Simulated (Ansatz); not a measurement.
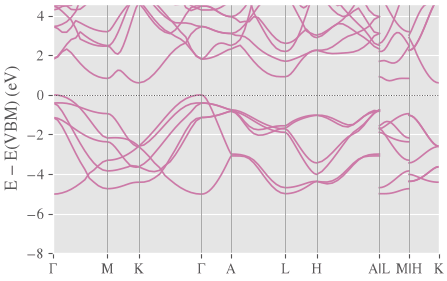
Figure: Band structure from DFT-r²SCAN in the program Ansatz with PAW potentials

The gap is 0.60 eV; an edge lies off the plotted path or next to a special point (maximum at Γ, minimum off the standard path).

The material is Mg₃Sb₂ (La2O3 or Ni2Al3 type, space group No. 164).

Space group P-3m1 (La2O3 or Ni2Al3 type). The r²SCAN relaxation kept the symmetry of its start. Spin–orbit coupling is left out wherever it is not named.

Potentials: the later of the program's two PAW sets.
